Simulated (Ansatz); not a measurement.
**C2H7InO3: density, localisation and related maps**

Input file:

```
crystal:
  periodic: [false, false, false]
  atoms:
    - {symbol: C, position_ang: [-1.514621, 0.935242, -2.040197]}
    - {symbol: O, position_ang: [-0.426808, 0.041592, -2.049938]}
    - {symbol: In, position_ang: [0.513542, -0.478307, -0.396989]}
    - {symbol: O, position_ang: [2.034862, -1.731884, -0.491401]}
    - {symbol: O, position_ang: [-0.074199, 0.254859, 1.335635]}
    - {symbol: C, position_ang: [0.561504, -0.087469, 2.544305]}
    - {symbol: H, position_ang: [-2.354869, 0.574914, -1.433342]}
    - {symbol: H, position_ang: [-1.240156, 1.932002, -1.672345]}
    - {symbol: H, position_ang: [-1.870256, 1.045956, -3.069899]}
    - {symbol: H, position_ang: [2.212086, -2.008790, -1.394291]}
    - {symbol: H, position_ang: [0.507083, -1.161461, 2.763016]}
    - {symbol: H, position_ang: [0.053019, 0.444080, 3.355474]}
    - {symbol: H, position_ang: [1.619110, 0.204568, 2.564872]}
basis:
  gaussian: {orbitals: def2-TZVPP}
hamiltonian: {xc: pbe0, dispersion: d4}
output: {orbitals: {seedname: orbitals}}
```

Run with:

```sh
ansatz run in.yaml --threads 4 --pin off --events-out ev --progress --plain --max-ram 11315MiB
```

Geometry: PBE0-D4/def2-TZVP; core potentials replace the inner electrons of In.

All numbers below come from RKS PBE0-D4/def2-TZVPP (Ansatz 0.2.0).

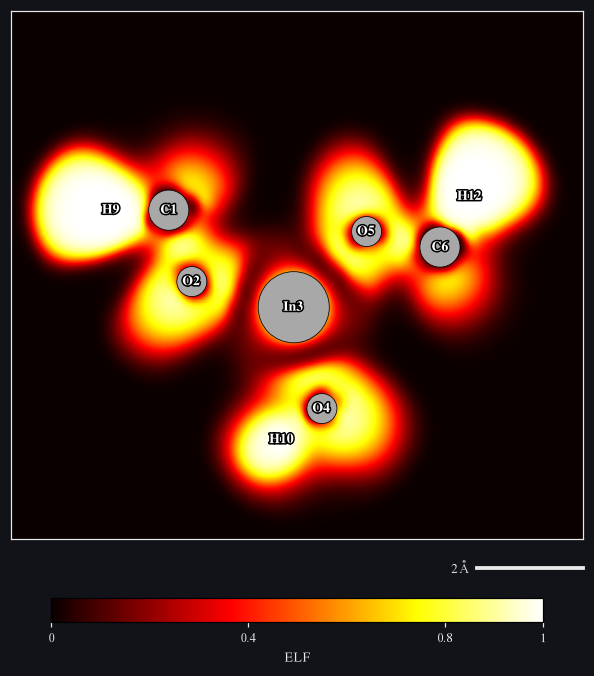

Figure 1. Electron localisation function on the plane of atoms O4, In3 and O5. Grey discs cover the atomic cores.

Question: What does the map show?

Answer: The plane passes through C, O, In and H nuclei. C–O (1.41 Å): the ELF peaks at about 0.85 between the atoms, as expected for a shared but strongly polarised pair. In–O (1.97 Å): the ELF peaks at about 0.80 in the valence shell of O, 0.6 Å from its nucleus, and drops to about 0.15 between the two atoms. O–H (0.96 Å): the ELF climbs to about 1 towards the hydrogen, as it does in any bond to H; a covalent bond by its length. C–H (1.09 Å): the ELF climbs to about 1 towards the hydrogen: an ordinary covalent bond to hydrogen. The ELF also peaks beside O4, O2 and O5, away from the bonds: lone-pair regions.

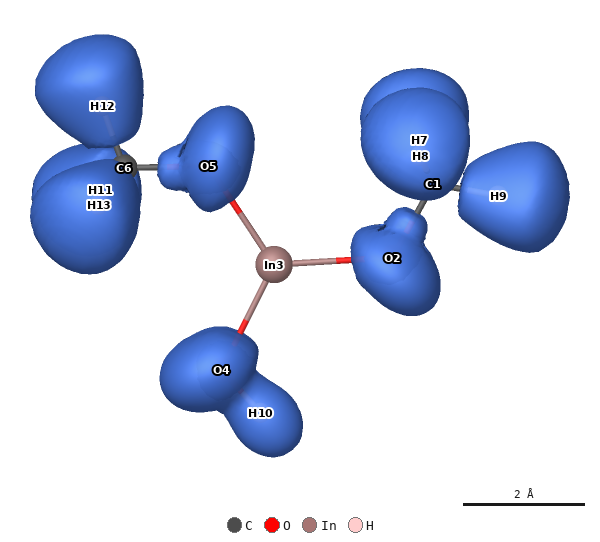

Figure 2. Isosurface of the ELF at 0.75 (blue), seen across its widest extent. Only the valence region is drawn (cores and ρ < 0.01 e/Å³ removed).

Question: What do the ELF domains correspond to?

Answer: The surface consists of six regions around hydrogen nuclei, two regions on O in which the atom's valence shell and bonds are merged and one joined region spread over several atoms (H, O), in which their bonds and any lone pairs are merged.

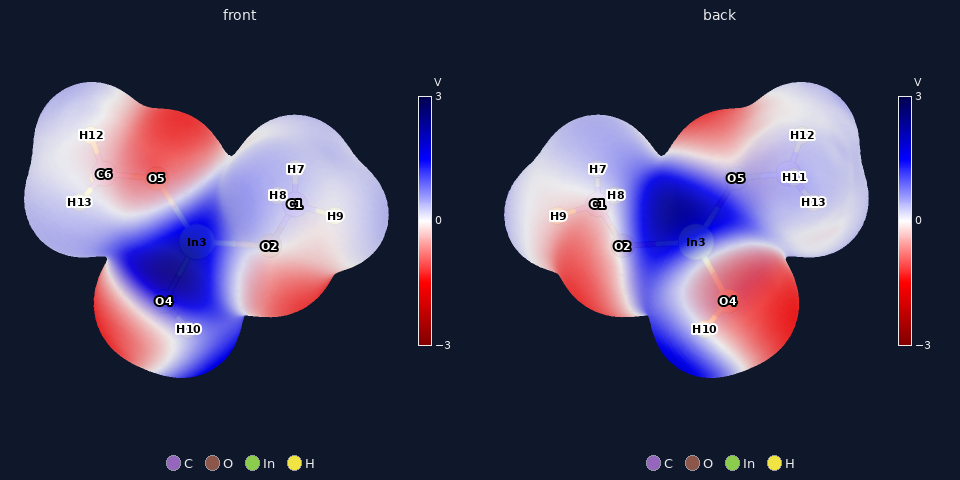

Figure 3. The electrostatic potential painted on the density surface at 0.001 e/bohr³, seen from the front and from behind; the colour scale runs from red (negative) to blue (positive).

Question: Which sites attract a positive test charge, and which a negative one?

Answer: A positive charge is drawn to the negative regions and a negative charge to the positive ones. The most negative region (about −1.3 V) lies over O4, the most positive (about +2.3 V) over In3. O4 is the likeliest acceptor of a hydrogen bond.
